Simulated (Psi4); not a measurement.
# HBr: geometry relaxation (part 2 of 2)

Continued. System: HBr, SMILES Br. Method: CAM-B3LYP/6-311G**, RKS, dispersion D3(BJ) (Psi4 1.11). The atoms were displaced at random from an optimised geometry.

Geometry of the input (Å):
```
Br -0.6022  0.2859  -0.3534
H  0.5580  -0.1871  0.2858
```

**Log, continued**
```
  SCF Guess: Orbitals guess was supplied from a previous computation.

   -------------------------------------------------------
    Irrep   Nso     Nmo     Nalpha   Nbeta   Ndocc  Nsocc
   -------------------------------------------------------
     A1        25      25       9       9       9       0
     A2         3       3       1       1       1       0
     B1        11      11       4       4       4       0
     B2        11      11       4       4       4       0
   -------------------------------------------------------
    Total      50      50      18      18      18       0
   -------------------------------------------------------

  ==> Iterations <==

                           Total Energy        Delta E     RMS |[F,P]|

   @DF-RKS iter   0: -2574.84054827112141   -2.57484e+03   1.84075e-03
   @DF-RKS iter   1: -2574.84717633906439   -6.62807e-03   1.66586e-04 ADIIS/DIIS
   @DF-RKS iter   2: -2574.84718686354017   -1.05245e-05   9.65432e-05 DIIS
   @DF-RKS iter   3: -2574.84719086797531   -4.00444e-06   1.34103e-05 DIIS
   @DF-RKS iter   4: -2574.84719088541942   -1.74441e-08   1.80266e-06 DIIS
   @DF-RKS iter   5: -2574.84719088636302   -9.43601e-10   7.83101e-07 DIIS
   @DF-RKS iter   6: -2574.84719088651718   -1.54159e-10   1.70325e-07 DIIS
   @DF-RKS iter   7: -2574.84719088652628   -9.09495e-12   1.03601e-08 DIIS
   @DF-RKS iter   8: -2574.84719088652719   -9.09495e-13   8.22273e-10 DIIS
  Energy and wave function converged.

  ==> Post-Iterations <==

   Electrons on quadrature grid:
      Ntotal   =   36.0000005274 ; deviation = 5.274e-07

    Final Occupation by Irrep:
             A1    A2    B1    B2
    DOCC [     9,    1,    4,    4 ]
    NA   [     9,    1,    4,    4 ]
    NB   [     9,    1,    4,    4 ]

  @DF-RKS Final Energy: -2574.84719088652719

   => Energetics <=

    Nuclear Repulsion Energy =             13.0004103061942633
    One-Electron Energy =               -3608.5455073042717231
    Two-Electron Energy =                1092.4580865077234648
    DFT Exchange-Correlation Energy =     -71.7599025588929038
    Empirical Dispersion Energy =          -0.0002778372806428
    VV10 Nonlocal Energy =                  0.0000000000000000
    Total Energy =                      -2574.8471908865276419

Computation Completed

Properties will be evaluated at   0.000000,   0.000000,   0.000000 [a0]

Properties computed using the SCF density matrix

 Multipole Moments:

 ------------------------------------------------------------------------------------
     Multipole            Electronic (a.u.)      Nuclear  (a.u.)        Total (a.u.)
 ------------------------------------------------------------------------------------

 L = 1.  Multiply by 2.5417464519 to convert [e a0] to [Debye]
 Dipole X            :          0.0000000            0.0000000            0.0000000
 Dipole Y            :          0.0000000            0.0000000            0.0000000
 Dipole Z            :         -1.0307035            1.4701145            0.4394110
 Magnitude           :                                                    0.4394110

 ------------------------------------------------------------------------------------

	total time  =          1 seconds =       0.02 minutes

         ------------------------------------------------------------
                                   SCF GRAD
         ------------------------------------------------------------

  ==> Geometry <==

    Molecular point group: c2v
    Full point group: C_inf_v

    Geometry (in Angstrom), charge = 0, multiplicity = 1:

       Center              X                  Y                   Z               Mass
    ------------   -----------------  -----------------  -----------------  -----------------
         BR           0.000000000000    -0.000000000000    -0.017964217167    78.918337600000
         H            0.000000000000     0.000000000000     1.406698692482     1.007825032230

  Nuclear repulsion =   13.000410306194263

   => Molecular Quadrature <=

    Radial Scheme          =       TREUTLER
    Pruning Scheme         =           NONE
    Nuclear Scheme         =       TREUTLER

    Blocking Scheme        =         OCTREE
    BS radius alpha        =              1
    Pruning alpha          =              1
    Radial Points          =             75
    Spherical Points       =            302
    Total Points           =          42447
    Total Blocks           =            378
    Max Points             =            256
    Max Functions          =             50
    Weights Tolerance      =       1.00E-15

  -Total Gradient:
     Atom            X                  Y                   Z
    ------   -----------------  -----------------  -----------------
       1        0.000000000000    -0.000000000000    -0.001918103291
       2        0.000000000000     0.000000000000     0.001913762487

	total time  =          0 seconds =       0.00 minutes

    			-----------------------------------------

    			 OPTKING 3.0: for geometry optimizations

    			        with contributions from

    			-----------------------------------------

	                            ===> Fragment 1 <==

	 Z (Atomic Numbers)          Masses                          Geom
	      35.000000            78.918338          0.00000000 -0.00000000 -0.03394745
	       1.000000             1.007825          0.00000000  0.00000000  2.65827527

	 - Coordinate -           - BOHR/RAD -       - ANG/DEG -
	 R(1,2)           =         2.692223           1.424663

	        --- Internal Coordinate Step in ANG or DEG, aJ/ANG or AJ/DEG ---
	-------------------------------------------------------------------------------
	           Coordinate      Previous         Force          Change          New
	           ----------      --------        ------          ------        ------
	               R(1,2)       1.42466       -0.01578       -0.00370       1.42096
	-------------------------------------------------------------------------------

	                                 ==> Convergence Check <==

	Measures of convergence in internal coordinates in au.

	Criteria marked as inactive (o), active & met (*), and active & unmet ( ).

	----------------------------------------------------------------------------------------------
	   Step    Total Energy     Delta E     Max Force     RMS Force      Max Disp      RMS Disp
	----------------------------------------------------------------------------------------------
	  Convergence Criteria     1.00e-06 *    3.00e-04 *             o    1.20e-03 *             o
	----------------------------------------------------------------------------------------------
	     2   -2574.84719089   -9.23e-05      1.92e-03      1.92e-03 o    7.00e-03      7.00e-03 o  ~
	----------------------------------------------------------------------------------------------

Next Geometry in Ang
	Fragment 1 (Ang)

	   Br   0.0000000000  -0.0000000000  -0.0161117713
	    H   0.0000000000   0.0000000000   1.4048462466

    Structure for next step:
    Molecular point group: c2v
    Full point group: C_inf_v

    Geometry (in Angstrom), charge = 0, multiplicity = 1:

    BR          -0.000000000000     0.000000000000    -0.017917500516
    H            0.000000000000     0.000000000000     1.403040517396

gradient() will perform analytic gradient computation.

  ==> Geometry <==

    Molecular point group: c2v
    Full point group: C_inf_v

    Geometry (in Angstrom), charge = 0, multiplicity = 1:

       Center              X                  Y                   Z               Mass
    ------------   -----------------  -----------------  -----------------  -----------------
         BR           0.000000000000     0.000000000000    -0.017917500516    78.918337600000
         H            0.000000000000    -0.000000000000     1.403040517396     1.007825032230

  Running in c2v symmetry.

  Rotational constants: A = ************  B =      8.38996  C =      8.38996 [cm^-1]
  Rotational constants: A = ************  B = 251524.67611  C = 251524.67611 [MHz]
  Nuclear repulsion =   13.034306531216130

  Charge       = 0
  Multiplicity = 1
  Electrons    = 36
  Nalpha       = 18
  Nbeta        = 18

   => Auxiliary Basis Set <=

  Basis Set: DEF2-UNIVERSAL-JKFIT
    Blend: DEF2-UNIVERSAL-JKFIT
    Number of shells: 66
    Number of basis functions: 284
    Number of Cartesian functions: 391
    Spherical Harmonics?: true
    Max angular momentum: 5

  Cached 100.0% of DFT collocation blocks in 0.048 [GiB].

  Minimum eigenvalue in the overlap matrix is 1.0755260467E-02.
  Reciprocal condition number of the overlap matrix is 2.6830177652E-03.
    Using symmetric orthogonalization.

  ==> Iterations <==

                           Total Energy        Delta E     RMS |[F,P]|

   @DF-RKS iter   0: -2574.84857455038491   -2.57485e+03   3.70054e-04
   @DF-RKS iter   1: -2574.84719719673376    1.37735e-03   3.40346e-05 DIIS
   @DF-RKS iter   2: -2574.84719763687599   -4.40142e-07   1.97871e-05 DIIS
   @DF-RKS iter   3: -2574.84719780478190   -1.67906e-07   2.73541e-06 DIIS
   @DF-RKS iter   4: -2574.84719780550859   -7.26686e-10   3.72899e-07 DIIS
   @DF-RKS iter   5: -2574.84719780554724   -3.86535e-11   1.61179e-07 DIIS
   @DF-RKS iter   6: -2574.84719780555452   -7.27596e-12   3.47594e-08 DIIS
   @DF-RKS iter   7: -2574.84719780555497   -4.54747e-13   2.13620e-09 DIIS
  Energy and wave function converged.

  ==> Post-Iterations <==

   Electrons on quadrature grid:
      Ntotal   =   36.0000005355 ; deviation = 5.355e-07

    Orbital Energies [Eh]
    ---------------------

    Doubly Occupied:

       1A1  -482.901814     2A1   -62.551465     3A1   -56.373443
       1B1   -56.369621     1B2   -56.369621     4A1    -8.772868
       5A1    -6.605978     2B2    -6.592932     2B1    -6.592932
       6A1    -2.719082     3B1    -2.714934     3B2    -2.714934
       1A2    -2.704726     7A1    -2.704726     8A1    -0.879629
       9A1    -0.511050     4B2    -0.370729     4B1    -0.370729

    Virtual:

      10A1     0.027304    11A1     0.222378     5B1     0.334912
       5B2     0.334912    12A1     0.339603    13A1     0.537117
       6B2     0.620281     6B1     0.620281     2A2     0.683239
      14A1     0.683240    15A1     0.895821     7B2     1.475435
       7B1     1.475435    16A1     1.931000     8B2     1.942360
       8B1     1.942360    17A1     2.012934    18A1     2.411434
       3A2     4.199005    19A1     4.199005     9B2     4.235366
       9B1     4.235366    20A1     4.381556    21A1     6.554219
      10B2     7.514460    10B1     7.514460    22A1     7.555856
      23A1    47.840076    11B2   289.659699    11B1   289.659699
      24A1   289.722945    25A1  1020.406935

    Final Occupation by Irrep:
             A1    A2    B1    B2
    DOCC [     9,    1,    4,    4 ]
    NA   [     9,    1,    4,    4 ]
    NB   [     9,    1,    4,    4 ]

  @DF-RKS Final Energy: -2574.84719780555497

   => Energetics <=

    Nuclear Repulsion Energy =             13.0343065312161297
    One-Electron Energy =               -3608.6120645827490989
    Two-Electron Energy =                1092.4915752476181297
    DFT Exchange-Correlation Energy =     -71.7607371619773176
    Empirical Dispersion Energy =          -0.0002778396632180
    VV10 Nonlocal Energy =                  0.0000000000000000
    Total Energy =                      -2574.8471978055554246

Computation Completed

Properties will be evaluated at   0.000000,   0.000000,   0.000000 [a0]

Properties computed using the SCF density matrix

 Multipole Moments:

 ------------------------------------------------------------------------------------
     Multipole            Electronic (a.u.)      Nuclear  (a.u.)        Total (a.u.)
 ------------------------------------------------------------------------------------

 L = 1.  Multiply by 2.5417464519 to convert [e a0] to [Debye]
 Dipole X            :          0.0000000           -0.0000000           -0.0000000
 Dipole Y            :          0.0000000            0.0000000            0.0000000
 Dipole Z            :         -1.0275015            1.4662914            0.4387899
 Magnitude           :                                                    0.4387899

 ------------------------------------------------------------------------------------

	total time  =          0 seconds =       0.00 minutes

         ------------------------------------------------------------
                                   SCF GRAD
         ------------------------------------------------------------

  ==> Geometry <==

    Molecular point group: c2v
    Full point group: C_inf_v

    Geometry (in Angstrom), charge = 0, multiplicity = 1:

       Center              X                  Y                   Z               Mass
    ------------   -----------------  -----------------  -----------------  -----------------
         BR           0.000000000000     0.000000000000    -0.017917500516    78.918337600000
         H           -0.000000000000     0.000000000000     1.403040517396     1.007825032230

  Nuclear repulsion =   13.034306531216130

   => Molecular Quadrature <=

    Radial Scheme          =       TREUTLER
    Pruning Scheme         =           NONE
    Nuclear Scheme         =       TREUTLER

    Blocking Scheme        =         OCTREE
    BS radius alpha        =              1
    Pruning alpha          =              1
    Radial Points          =             75
    Spherical Points       =            302
    Total Points           =          42447
    Total Blocks           =            378
    Max Points             =            256
    Max Functions          =             50
    Weights Tolerance      =       1.00E-15

  -Total Gradient:
     Atom            X                  Y                   Z
    ------   -----------------  -----------------  -----------------
       1        0.000000000000     0.000000000000    -0.000070820336
       2       -0.000000000000    -0.000000000000     0.000066488693

	total time  =          1 seconds =       0.02 minutes

    			-----------------------------------------

    			 OPTKING 3.0: for geometry optimizations

    			        with contributions from

    			-----------------------------------------

	                            ===> Fragment 1 <==

	 Z (Atomic Numbers)          Masses                          Geom
	      35.000000            78.918338          0.00000000  0.00000000 -0.03385917
	       1.000000             1.007825         -0.00000000  0.00000000  2.65136232

	 - Coordinate -           - BOHR/RAD -       - ANG/DEG -
	 R(1,2)           =         2.685221           1.420958

	        --- Internal Coordinate Step in ANG or DEG, aJ/ANG or AJ/DEG ---
	-------------------------------------------------------------------------------
	           Coordinate      Previous         Force          Change          New
	           ----------      --------        ------          ------        ------
	               R(1,2)       1.42096       -0.00057       -0.00013       1.42083
	-------------------------------------------------------------------------------

	                                 ==> Convergence Check <==

	Measures of convergence in internal coordinates in au.

	Criteria marked as inactive (o), active & met (*), and active & unmet ( ).

	----------------------------------------------------------------------------------------------
	   Step    Total Energy     Delta E     Max Force     RMS Force      Max Disp      RMS Disp
	----------------------------------------------------------------------------------------------
	  Convergence Criteria     1.00e-06 *    3.00e-04 *             o    1.20e-03 *             o
	----------------------------------------------------------------------------------------------
	     3   -2574.84719781   -6.92e-06      6.87e-05 *    6.87e-05 o    2.49e-04 *    2.49e-04 o  ~
	----------------------------------------------------------------------------------------------

Next Geometry in Ang
	Fragment 1 (Ang)

	   Br   0.0000000000   0.0000000000  -0.0178517232
	    H  -0.0000000000   0.0000000000   1.4029747401

    Final optimized geometry and variables:
    Molecular point group: c2v
    Full point group: C_inf_v

    Geometry (in Angstrom), charge = 0, multiplicity = 1:

    BR           0.000000000000    -0.000000000000    -0.017917500516
    H            0.000000000000     0.000000000000     1.403040517396

    Psi4 run time: 0:00:04.47

[set-up sections that repeat, and orbital energies of the middle runs, are left out above]
```

**Trajectory as extended XYZ (Å, eV, eV/Å), 3 frames, from step=0 to step=2**
```
2
Properties=species:S:1:pos:R:3:forces:R:3 step=0 energy=-70065.15892
Br   -0.6022    0.2859   -0.3534   -0.3158   0.1288  -0.1740
H     0.5580   -0.1871    0.2858    0.3160  -0.1289   0.1741
2
Properties=species:S:1:pos:R:3:forces:R:3 step=1 energy=-70065.16144
Br   -0.6024    0.2860   -0.3535    0.0814  -0.0332   0.0448
H     0.5727   -0.1931    0.2939   -0.0812   0.0331  -0.0447
2
Properties=species:S:1:pos:R:3:forces:R:3 step=2 energy=-70065.16162
Br   -0.6024    0.2860   -0.3535    0.0030  -0.0012   0.0016
H     0.5697   -0.1919    0.2922   -0.0028   0.0011  -0.0015
```

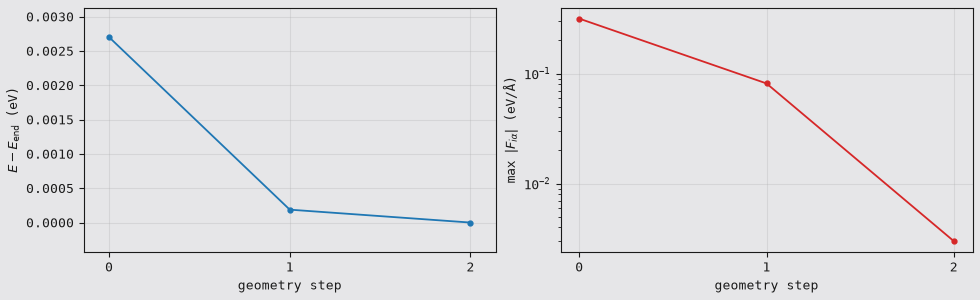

Progress of the relaxation, step by step (steps are counted from 0). The energy falls by 0.003 eV in 2 geometry steps. Largest force component: 0.32 eV/Å at the start, 0.003 eV/Å at the end. The largest moves after the best rigid fit, 0.007 Å, are those of Br1 and H2. Largest moves by element: Br 0.007 Å, H 0.007 Å. Among the contacts that change: Br1–H2 1.407 → 1.421 Å. (Atoms are counted from 1 in the order of the input.)

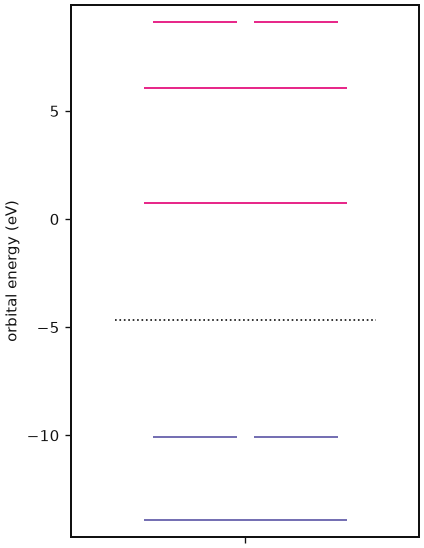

Orbital energies near the frontier; the dotted line parts filled from empty levels, and levels within 0.02 eV of each other stand side by side. Highest filled −10.09 eV, lowest empty 0.74 eV, 10.83 eV apart.
